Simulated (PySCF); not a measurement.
```json
{"atom": "C", "x (Å)": "-0.0253", "y (Å)": "1.9068", "z (Å)": "-0.0766"}
{"atom": "Si", "x (Å)": "0.0119", "y (Å)": "0.1121", "z (Å)": "-0.5139"}
{"atom": "C", "x (Å)": "-1.5464", "y (Å)": "-0.7635", "z (Å)": "0.1643"}
{"atom": "C", "x (Å)": "1.5623", "y (Å)": "-0.6999", "z (Å)": "0.2283"}
{"atom": "H", "x (Å)": "0.7238", "y (Å)": "2.3807", "z (Å)": "0.5333"}
{"atom": "H", "x (Å)": "-0.8049", "y (Å)": "2.5662", "z (Å)": "-0.4159"}
{"atom": "H", "x (Å)": "0.0152", "y (Å)": "-0.0682", "z (Å)": "-1.9804"}
{"atom": "H", "x (Å)": "-1.6159", "y (Å)": "-0.6738", "z (Å)": "1.2443"}
{"atom": "H", "x (Å)": "-2.4463", "y (Å)": "-0.3320", "z (Å)": "-0.2622"}
{"atom": "H", "x (Å)": "-1.5365", "y (Å)": "-1.8212", "z (Å)": "-0.0813"}
{"atom": "H", "x (Å)": "2.4668", "y (Å)": "-0.2690", "z (Å)": "-0.1896"}
{"atom": "H", "x (Å)": "1.5864", "y (Å)": "-1.7667", "z (Å)": "0.0259"}
{"atom": "H", "x (Å)": "1.6044", "y (Å)": "-0.5712", "z (Å)": "1.3061"}
```

Geometry: GFN2-xTB.

Method: UKS B3LYP, pcH-1 on C H Si, non-relativistic, mean-field spin-orbit, GIAO in PySCF.

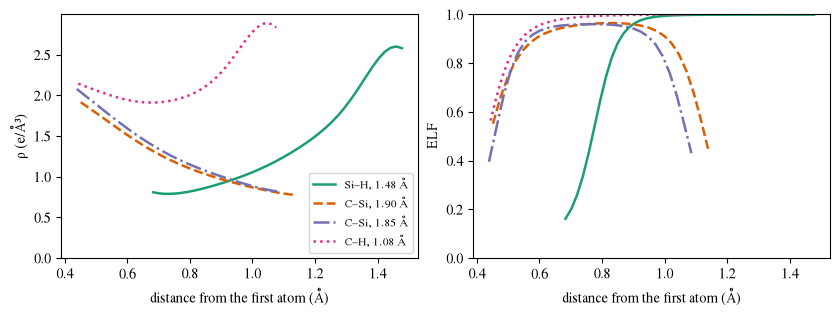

C₃H₉Si (doublet). Total electron density and ELF along straight lines between neighbouring atoms. The curves leave out the atomic cores.

What can be read from the curves?

Answer. Si–H (1.48 Å): ρ at the midpoint is about 0.79 e/Å³; the ELF climbs to about 1 towards the hydrogen, as it does in any bond to H.
C–Si (1.90 Å): the density is about 0.92 e/Å³ at the midpoint; the ELF peaks at about 0.95 between the atoms; a shared electron pair.
C–Si (1.85 Å): ρ at the midpoint is about 0.97 e/Å³; the ELF peaks at about 0.95 between the atoms, as expected for a covalent bond.
C–H (1.08 Å): ρ at the midpoint is about 2 e/Å³; the ELF climbs to about 1 towards the hydrogen; a covalent bond by its length.
